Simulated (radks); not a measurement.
**Atomic calculation for N**

Atomic nitrogen (N) in the configuration [He] 2s2 2p3 (high spin). Computed at this level: non-relativistic Kohn-Sham, r2SCAN, spin-polarised, spherical densities, point nucleus (the in-house radial solver radks).

Input file:
```
Z 7
configuration [He] 2s2 2p3
relativity non-relativistic
functional r2scan,r2scan
spin polarised
nucleus point
```

Energies in input and log are in hartree, lengths in bohr.

Hardware: 1 CPU thread, shared host.

The program's output:
```
1s      1   1.0000         -14.28169554
2s      1   1.0000          -0.78478588
2p      1   3.0000          -0.32692619
1s      2   1.0000         -14.21066704
2s      2   1.0000          -0.55841090
2p      2   0.0000          -0.11577800
Etot -54.58403372714514
Ekin 54.43379750617501
Encl -128.3794624094376
Eh 26.135319515534505
Exc -6.77368833941706
err 2.7476033244835846e-07
it 11
```

Orbitals:

```
orbital  occupation  energy (eV)  ⟨r⟩ (bohr)  outer maximum (bohr)
  1s up           1     −388.625      0.2301                 0.149
1s down           1     −386.692      0.2286                 0.148
  2s up           1      −21.355       1.299                  1.00
2s down           1      −15.195       1.383                  1.04
  2p up           3       −8.896       1.414                 0.964
2p down           0       −3.150       1.632                  1.06
```

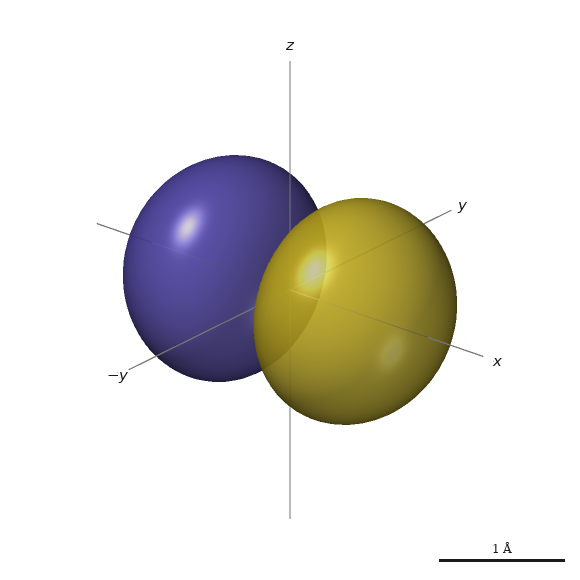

The 2p(x) orbital of down spin. The surface of constant |ψ| that holds about 80 % of the electron is drawn, yellow where ψ is positive and blue where it is negative. The radial function comes from the spherical calculation and is multiplied by a real spherical harmonic; the overall sign is chosen so that the largest lobe of P(r) is positive. It has the nodal plane yz and no radial node. The maximum of P² lies at 1.06 bohr, ⟨r⟩ = 1.63 bohr, 90 % of the charge lies within 2.85 bohr, and the eigenvalue is −3.15 eV (the orbital is empty).

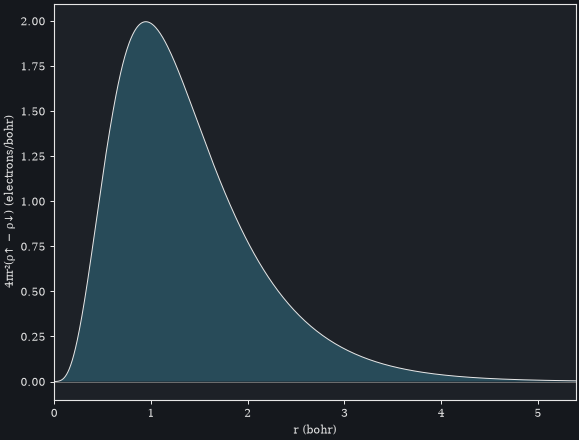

The radial spin density. The curve integrates to 3 unpaired electrons, held by 2p (+3). Its largest value, 2.00 electrons/bohr, lies near r = 0.95 bohr. Regions of the opposite sign are negligible. At the nucleus the spin density is 0.110 bohr⁻³.

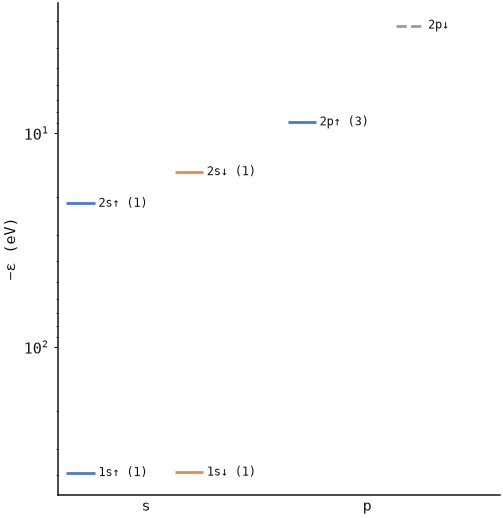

The occupied levels and a few empty ones, on a logarithmic scale of binding energy, are drawn by angular momentum (occupations in brackets, up spins at the left of each column and down spins at the right, empty levels dashed). The highest occupied level is 2p up at −8.90 eV. The highest 3 occupied levels, from the top down, are 2p up (−8.90 eV), 2s down (−15.2 eV), 2s up (−21.4 eV). The lowest empty level drawn is 2p down at −3.15 eV. The largest exchange splitting (down less up) among the shells drawn in both spins is that of 2s, 6.16 eV.

Key numbers:

- outcome: converged
- total energy: −54.584034 hartree
- kinetic energy: 54.433798 hartree
- electron–nucleus energy: −128.379462 hartree
- Hartree energy: 26.135320 hartree
- exchange–correlation energy: −6.773688 hartree
- radius at density 0.001 e/bohr³: 3.38 bohr
- SCF iterations: 11
